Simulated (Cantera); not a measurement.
A closed system holds: 1 mol CH3OH, a varied amount of O2, 0.75 mol H2, equilibrated at 1323 K and 5.90 bar.

These are equilibrium values from Cantera (NASA tables, ideal gas, pure condensed phases), not measurements of a reactor. Candidate condensed phases: C, C6H6, C7H8, C8H18, H2O; 110 gas species. Kinetics and transport are ignored.

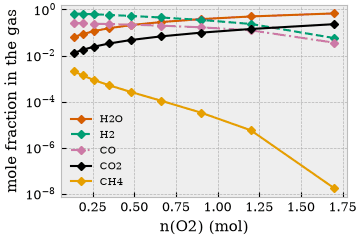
Fig. 1. Equilibrium gas composition (values under 1e-9 drawn at 1e-9)

From 0.14 mol O2 to 1.7 mol O2 nothing is condensed. The main C-bearing gas is CO at 0.14 mol O2 and CO2 at 1.7 mol O2.
